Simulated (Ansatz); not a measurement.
**Lattice dynamics of HfTeSe monolayer, Janus**

Task: relax HfTeSe monolayer, Janus, then find its harmonic phonons.

Method: DFT PBEsol, scalar-relativistic, plane waves, PAW; PAW set soft_1, in Ansatz 0.2.0.

## Step 1: The starting structure

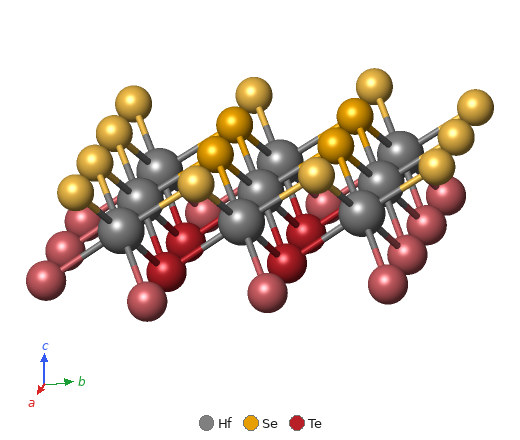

Start, viewed slightly off an axis; hafnium grey, selenium orange, tellurium red. 2×2×1 cells are drawn. Some periodic images of atoms are drawn too.

The cell holds 3 atoms: 1 Hf, 1 Se and 1 Te. Its edges and angles: a = 3.720 Å, b = 3.720 Å, c = 20.000 Å, α = 90.0°, β = 90.0°, γ = 120.0°. It derives from HfTeSe. Vacuum lies along c.

## Step 2: Coarse relaxation

The start is far from rest, so a relaxation with loose tolerances brings it close first.

The program solves this slab on a cell height of its own, 30.0 Å, in place of the one typed.

Input file input.yaml:

```yaml
crystal:
  lattice:
    - [3.72, 0.0, 0.0]
    - [-1.86, 3.22161, 0.0]
    - [0.0, 0.0, 20.0]
  atoms:
    - { symbol: Hf, position: [0.0, 0.0, 0.5] }
    - { symbol: Se, position: [0.333333, 0.666667, 0.575] }
    - { symbol: Te, position: [0.666667, 0.333333, 0.42] }
  periodic: [true, true, false]
kpoints:
  mp_grid: { grid: [6, 6, 1] }
hamiltonian:
  xc: pbesol
  pseudopotentials: { kind: paw, azcp: { folder: soft_1 }, xc_functional: pbe }
scf:
  occupations: { method: gaussian, width: 0.1 }
output:
  forces: true
  stress: true
  eigenvalues: true
relax:
  adjacent_minimum: "off"
  f_tol: 0.05
  max_steps: 80
  cell: { stress_2d_tol: 0.02 }
```

Started as:

```console
$ ansatz run input.yaml --threads 4 --pin off --max-ram 16384MiB --backend cpu --events-out ev --progress --plain --runs-dir out
```

Numbers of over 12 decimals in the logs are rounded to 6 here.

What it wrote:

```text
[...]
F+E_penalty+E_count = -27927.70881855 eV   max|allowed force component| = 9.027e-3 eV/Å   (the final SCF, on the basis selected at the relaxed cell)
  cell:  # Å, volume = 372.1258 Å³
    - [3.784591, 4.780895775340259e-18, 0]
    - [-1.892296, 3.277552, 0]
    - [0, 0, 30.0]
  atoms:
    - { symbol: Hf, position: [0, 0, 0.336499] }
    - { symbol: Se, position: [0.333333, 0.666667, 0.386020] }
    - { symbol: Te, position: [0.666667, 0.333333, 0.274147] }
[key lines of the parts left out:]
SCF converged after 9 iterations
Free energy (F): -27927.708819 eV
Fermi energy:    -4.806444 eV
P = ½ c Tr σ = 0.0158 N/m
```

Run time: 17 s. Hardware: 4 threads of Arm Neoverse V2, shared host; peak memory 0.72 GiB; 62 s of CPU time.

Step by step:

| step | energy less that of the first step (eV) | largest force component (eV/Å) | volume (Å³) |
| --- | --- | --- | --- |
| 1 | 0.0000 | 3.2957 | 359.53 |
| 2 | -0.4664 | 0.7054 | 363.71 |
| 3 | -0.4461 | 0.8598 | 371.22 |
| 4 | -0.4916 | 0.0215 | 370.60 |
| 5 | -0.4918 | 0.0093 | 372.13 |
| 6* | -0.4925 | 0.0090 | 372.13 |

Relaxation steps marked * repeat the geometry before them on a plane-wave basis chosen anew for their cell, so energy and pressure can jump there. Relaxation step 3 was tried and not accepted.

The run keeps the 6 symmetry operations that it works with, so distortions that break them were not tested.

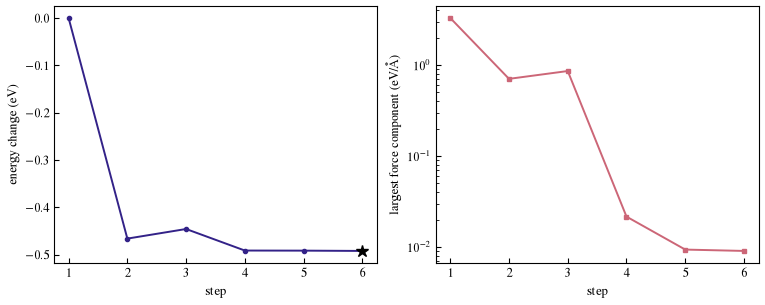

Energy and largest force along the relaxation. Stars mark steps on a basis chosen anew.

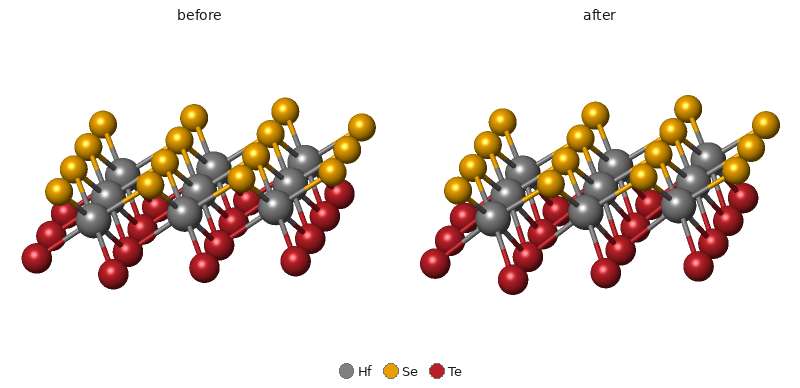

Before and after, at one scale.

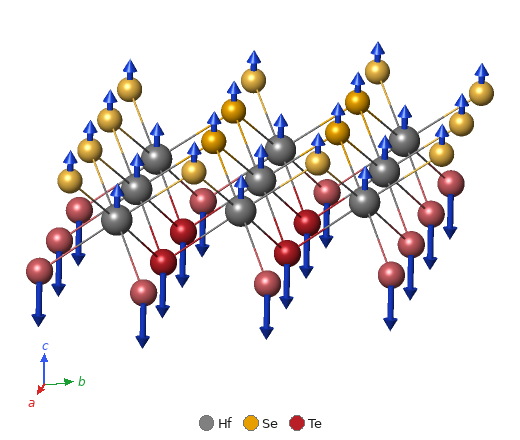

Displacements in the relaxation, exaggerated, measured against the changing cell; the longest in the cell stands for 0.18 Å. 2×2×1 cells are drawn. Some periodic images of atoms are drawn too.

```csv
cell as run,before,after,change
a (Å),3.720,3.785,+1.7 %
b (Å),3.720,3.785,+1.7 %
```

The atoms that moved most (Å, along periodic axes as changes of fractional coordinates times the final cell, across vacuum about the mean position):

```csv
atom,dx,dy,dz,length
Te3,0.000,0.000,-0.176,0.176
Hf1,0.000,0.000,0.095,0.095
Se2,0.000,0.000,0.081,0.081
```

Final coordinates:

```xyz
3
Lattice="3.7846 0.0000 0.0000 -1.8923 3.2776 0.0000 0.0000 0.0000 30.0000" Properties=species:S:1:pos:R:3
Hf    0.0000    0.0000   10.0950
Se    0.0000    2.1850   11.5806
Te    1.8923    1.0925    8.2244
```

This step gave:

```yaml
gap_on_the_k_mesh: 0 eV
area_per_atom: 4.135 Å²
```

The relaxation ends with a largest force component of 0.0090 eV/Å.

## Step 3: Relaxation

Harmonic phonons are second derivatives at a point where the forces vanish, and they are wanted at zero stress, so atoms and cell are relaxed first.

input.yaml, the sections that differ from step 2:

```yaml
crystal:
  lattice:
    - [3.784591122, 0.0, 0.0]
    - [-1.892295561, 3.2775520546, 0.0]
    - [0.0, 0.0, 30.0]
  atoms:
    - { symbol: Hf, position: [0.0, 0.0, 0.3364990751] }
    - { symbol: Se, position: [0.3333333333, 0.6666666667, 0.3860202021] }
    - { symbol: Te, position: [0.6666666667, 0.3333333333, 0.2741473895] }
  periodic: [true, true, false]
kpoints:
  mp_grid: { grid: [12, 12, 1] }
relax:
  adjacent_minimum: "off"
  f_tol: 0.005
  max_steps: 80
  cell: { stress_2d_tol: 0.02 }
# hamiltonian, scf, output: as in step 2
```

What it wrote:

```text
[...]
Crystal: 3 atoms, lattice volume = 372.126 Å³
Basis set: ecut = 420 eV, 7265 PW (Γ), exchange–correlation on 54×54×432 points (8 copies of the dense FFT grid, shifted against one another)
Bands: 35, of which v1, the nominal top of the filled ones, is band 29 counted from 1 (28 counted from 0)
Symmetry: 6 space group operations
[...]
k-points: 19 of 144 (time reversal used)
[...]
° read free of the cell's end (the report's vacuum.weakly_bound_levels)
--- Relaxed structure (4 steps of the walk, 4 accepted, 1 SCFs on fresh bases) ---
[...]
cell:  # Å, volume = 374.0060 Å³
    - [3.794140, 0, 0]
    - [-1.897070, 3.285822, 0]
    - [0, 0, 30.0]
  atoms:
    - { symbol: Hf, position: [0, 0, 0.336454] }
    - { symbol: Se, position: [0.333333, 0.666667, 0.385833] }
    - { symbol: Te, position: [0.666667, 0.333333, 0.274380] }
[key lines of the parts left out:]
SCF converged after 8 iterations
Free energy (F): -27927.726117 eV
Fermi energy:    -4.815665 eV
P = ½ c Tr σ = 0.0045 N/m
```

It took 29 s on 4 threads; peak memory 0.82 GiB; 1.9 min of CPU time.

Relaxation path:

```csv
step,energy less that of the first step (eV),largest force component (eV/Å),volume (Å³)
1,0.0000,0.0265,372.13
2,-0.0001,0.0347,373.38
3,-0.0002,0.0352,373.92
4,-0.0002,0.0024,374.01
5*,-0.0003,0.0024,374.01
```

Relaxation steps marked * repeat the geometry before them on a plane-wave basis chosen anew for their cell, so energy and pressure can jump there.

The run keeps the 6 symmetry operations that it works with, so distortions that break them were not tested.

```csv
cell as run,before,after,change
a (Å),3.785,3.794,+0.3 %
b (Å),3.785,3.794,+0.3 %
```

Final coordinates:

```cif
data_structure
_symmetry_space_group_name_H-M 'P 1'
_symmetry_Int_Tables_number 1
_cell_length_a 3.7941
_cell_length_b 3.7941
_cell_length_c 30.0000
_cell_angle_alpha 90.000
_cell_angle_beta 90.000
_cell_angle_gamma 120.000
_cell_volume 374.01
loop_
_atom_site_label
_atom_site_type_symbol
_atom_site_fract_x
_atom_site_fract_y
_atom_site_fract_z
_atom_site_occupancy
Hf1 Hf 0.00000 0.00000 0.33645 1
Se2 Se 0.33333 0.66667 0.38583 1
Te3 Te 0.66667 0.33333 0.27438 1
```

Numbers from this step:

```yaml
area_per_atom: 4.156 Å²
```

The cell grew by 0.3 % in its periodic edges. First to last step the energy falls by 0.000 eV, across changes of basis; the largest move, 0.007 Å, is that of Te3.

## Step 4: Tight relaxation

Phonons need a cell at rest on their own settings, so the relaxation is repeated with tight tolerances on forces and stress, using the mesh and the filling of the phonon run that follows.

Input file input.yaml:

```yaml
crystal:
  lattice:
    - [3.7941400294, 0.0, 0.0]
    - [-1.8970700147, 3.285821651, 0.0]
    - [0.0, 0.0, 30.0]
  atoms:
    - { symbol: Hf, position: [0.0, 0.0, 0.3364538247] }
    - { symbol: Se, position: [0.3333333333, 0.6666666667, 0.3858330281] }
    - { symbol: Te, position: [0.6666666667, 0.3333333333, 0.2743798139] }
  periodic: [true, true, false]
kpoints:
  mp_grid: { grid: [12, 12, 1] }
hamiltonian:
  xc: pbesol
  pseudopotentials: { kind: paw, azcp: { folder: soft_1 }, xc_functional: pbe }
scf:
  occupations: { method: methfessel_paxton, width: 0.2 }
output:
  forces: true
  stress: true
  eigenvalues: true
  write_density: true
  write_potential: true
  elf: true
  volumetric_format: npy
relax:
  adjacent_minimum: "off"
  f_tol: 0.001
  max_steps: 60
  cell: { stress_2d_tol: 0.002 }
```

What it wrote:

```text
[...]
Crystal: 3 atoms, lattice volume = 374.006 Å³
Basis set: ecut = 420 eV, 7301 PW (Γ), exchange–correlation on 54×54×432 points (8 copies of the dense FFT grid, shifted against one another)
Bands: 35, of which v1, the nominal top of the filled ones, is band 29 counted from 1 (28 counted from 0)
Symmetry: 6 space group operations
[...]
k-points: 19 of 144 (time reversal used)
[...]
° read free of the cell's end (the report's vacuum.weakly_bound_levels)
--- Relaxed structure (4 steps of the walk, 4 accepted, 1 SCFs on fresh bases) ---
[...]
cell:  # Å, volume = 373.7212 Å³
    - [3.792695, 0.0, 0]
    - [-1.896348, 3.284570, 0]
    - [0, 0, 30.0]
  atoms:
    - { symbol: Hf, position: [0, 0, 0.336463] }
    - { symbol: Se, position: [0.333333, 0.666667, 0.385863] }
    - { symbol: Te, position: [0.666667, 0.333333, 0.274341] }
[key lines of the parts left out:]
SCF converged after 10 iterations
Free energy (F): -27927.725288 eV
Fermi energy:    -4.810329 eV
P = ½ c Tr σ = -0.0016 N/m
```

The job ended after 35 s (4 threads; peak memory 0.82 GiB).

Little changed from the start: no atom moved by 0.005 Å and no cell edge by 0.1 %.

This step gave:

| Quantity | Value |
| --- | --- |
| area per atom | 4.152 Å² |

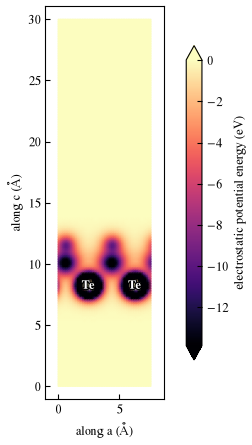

Electrostatic potential energy in the ac plane at fractional y = 0.333, with atoms of Te within 0.2 Å of it. With pseudopotentials it is smooth inside the atoms' cores, unlike the true potential.

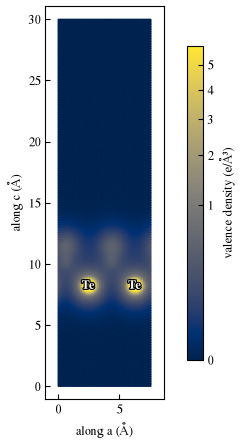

Valence density in the ac plane at fractional y = 0.333, with atoms of Te within 0.2 Å of it. It is the smooth field of the valence electrons, not physical close to the nuclei. The colour scale is stretched toward low values.

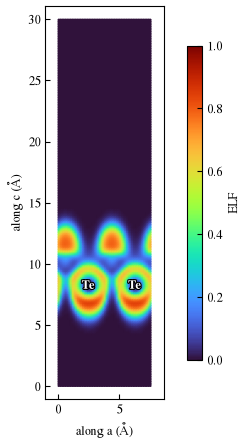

ELF in the ac plane at fractional y = 0.333, with atoms of Te within 0.2 Å of it. It is the smooth field of the valence electrons, not physical close to the nuclei.

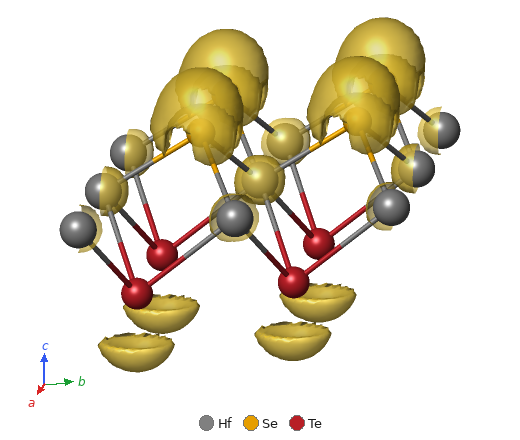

Surface of ELF = 0.78. 2×2×1 cells are drawn.

The largest force component left is 0.62 meV/Å, within the tolerances set.

## Step 5: Modes at Γ

The zone centre comes first: it holds the modes that light can see, as far as symmetry allows. No field response is asked, since the mesh shows no gap.

input.yaml, the sections that differ from step 4:

```yaml
crystal:
  lattice:
    - [3.7926952484, 0.0, 0.0]
    - [-1.8963476242, 3.2845704339, 0.0]
    - [0.0, 0.0, 30.0]
  atoms:
    - { symbol: Hf, position: [0.0, 0.0, 0.3364625823] }
    - { symbol: Se, position: [0.3333333333, 0.6666666667, 0.3858626251] }
    - { symbol: Te, position: [0.6666666667, 0.3333333333, 0.2743414593] }
  periodic: [true, true, false]
output:
  eigenvalues: true
phonons:
  method: dfpt
# kpoints, hamiltonian, scf: as in step 4
# relax: removed
```

What it wrote:

```text
[...]
Crystal: 3 atoms, lattice volume = 373.721 Å³
Basis set: ecut = 420 eV, 7301 PW (Γ), exchange–correlation on 54×54×432 points (8 copies of the dense FFT grid, shifted against one another)
Bands: 35, of which v1, the nominal top of the filled ones, is band 29 counted from 1 (28 counted from 0)
Symmetry: 6 space group operations
k-points: 43 of 144 (irreducible under 2 space group operations, time reversal used)
[...]
SCF iter  13: F=-27927.725288 eV  HF=-27927.725288 eV  |F-HF|=7.28e-12  |Δ(HF+E_count)|=  5.60e-10  S|Δr|=    0.00e0  Δρ=1.96e-8  dr2=1.23e-12  ethr=1.00e-12  ⟨swp⟩=21.9  Hψ=11462  notcnv=0
SCF 1 converged in 13 iterations: F = -27927.725288 eV  dr2 = 1.23e-12
[...]
DFPT response loops at Γ: preconditioner auto → none (partly filled bands, converged f_vac=0.766); β = 0.50; Broyden in place of MSR1
SCF converged after 13 iterations
[...]
Free energy (F): -27927.725288 eV
[...]
Internal energy: -27927.721626 eV  (E = F + TS)
E sigma→0 (E₀):  -27927.724373 eV
Entropy (-TS):   -0.003662 eV (-1.221 meV/atom)
Fermi energy:    -4.810328 eV
[...]
--- Band table (eV; the first three rows and the last of 43) ---
  k-point 0: bands = [... 25 lower, -7.6344, -6.6204, -4.4794, -4.4794, -3.8554, -3.8554, -3.5480, -1.2714, ... 2 higher]
  k-point 1: bands = [... 25 lower, -7.6132, -6.4192, -5.2814, -4.8544, -3.8268, -3.4630, -3.2381, -1.1384 (-1.1384°), ... 2 higher]
  k-point 2: bands = [... 25 lower, -7.5710, -6.5927, -6.0945, -5.3285, -4.0546, -2.9590, -2.8971, -1.4191 (-1.4191°), ... 2 higher]
  k-point 42: bands = [... 25 lower, -8.2118, -7.7408, -7.3776, -6.7806, -3.4718, -2.9979, -2.0380, -1.2219, ... 2 higher]
  ° read free of the cell's end (the report's vacuum.weakly_bound_levels)
--- Phonons (Γ-DFPT): 6 representative perturbations + reference, on 43 of 144 k-points (Σ response iterations 27) ---
  k mesh reduced under 2 symmetry operations, with k and −k counted as one. Each operation leaves every solved perturbation unchanged. A smaller set is not used because it would not reduce the number of displacements times k-points to solve
  ASR residual: 4.015e-5 → 0.000e0 eV/Å²; symmetrization residual: 2.090e-5 eV/Å²
  ASR residual per site (eV/Å²): 3.58e-5 1.59e-5 4.02e-5
  Γ frequencies (cm⁻¹): 0.00 0.00 0.00 91.11 91.11 141.90 141.90 159.40 210.67
  non-analytic LO–TO correction: not included (Born effective charges unavailable; polar crystals: no LO–TO splitting at Γ)
```

Wall time 1.9 min (4 threads); peak memory 2.1 GiB; 7.3 min of CPU time.

This step gave:

```yaml
sum_rule_residual_before_enforcement: 4.02e-5 eV/Å²
point_group: 3m
highest_optical_mode_at_the_zone_centre_no_lo_to_term: 210.7 cm⁻¹
lowest_optical_zone_centre_mode: 91.11 cm⁻¹
```

Patterns of degenerate modes are one choice out of their space. Modes at Γ, with each element's share of the kinetic energy:

| mode | frequency (cm⁻¹) | symmetry | Hf % | Se % | Te % |
| --- | --- | --- | --- | --- | --- |
| 1 | 0.0 | acoustic | 46 | 21 | 33 |
| 2 | 0.0 | acoustic | 46 | 21 | 33 |
| 3 | 0.0 | acoustic | 46 | 21 | 33 |
| 4 | 91.1 | E | 37 | 1 | 62 |
| 5 | 91.1 | E | 37 | 1 | 62 |
| 6 | 141.9 | E | 17 | 79 | 5 |
| 7 | 141.9 | E | 17 | 79 | 5 |
| 8 | 159.4 | A1 | 7 | 34 | 59 |
| 9 | 210.7 | A1 | 47 | 46 | 8 |

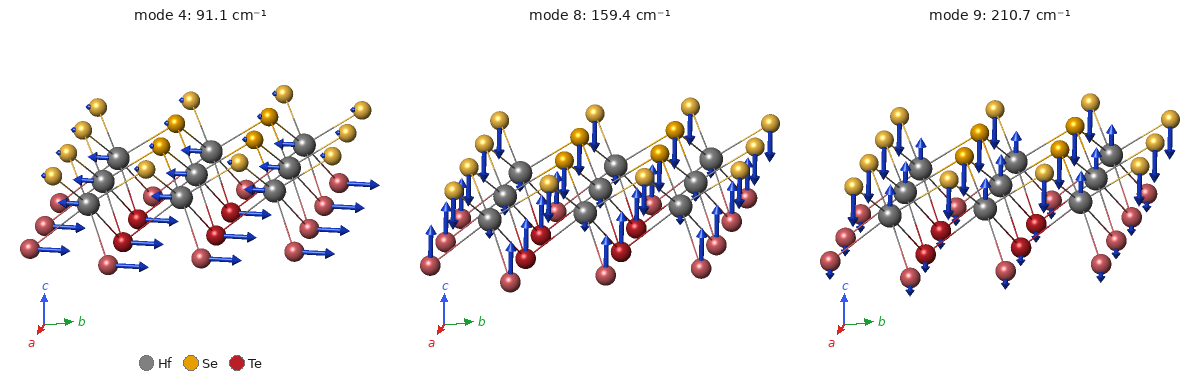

Displacement patterns of modes 4, 8 and 9 at Γ; arrows are exaggerated. 2×2×1 cells are drawn. Some periodic images of atoms are drawn too.

Before it was imposed, the acoustic sum rule was missed by 4.0e-5 eV/Å². Small misses are needed for a sound result but don't prove that mesh and cutoff are converged. The lowest optical mode is real, 91.1 cm⁻¹.

[end of part 1 of 2]

[Logs are printed without paths, hosts, clocks, repeated set-up lines and the standing remarks that a program may print on its own settings, such as how far it seeks lower states.]

[Hosts, paths, dates, database ids (printed as entryN), source tags and the programs' standing remarks are cut or masked in the printed files.]
